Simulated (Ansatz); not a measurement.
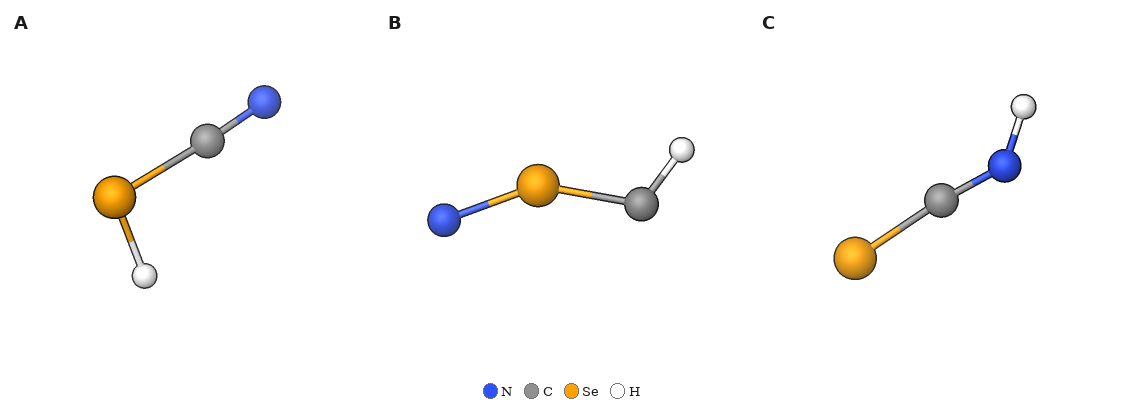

3 stationary structures of one formula. Geometries: PBE0-D4/def2-TZVP. Electronic energies: RHF-CCSD(T) (frozen core)/def2-TZVPP (Ansatz 0.2.0), without zero-point energy. No frequency run is at hand to confirm each as a minimum.

Question: Rank them by energy, lowest first.

Answer: C is lowest; A lies 17.2 kJ/mol above it, B lies 559.5 kJ/mol above it (Cs).
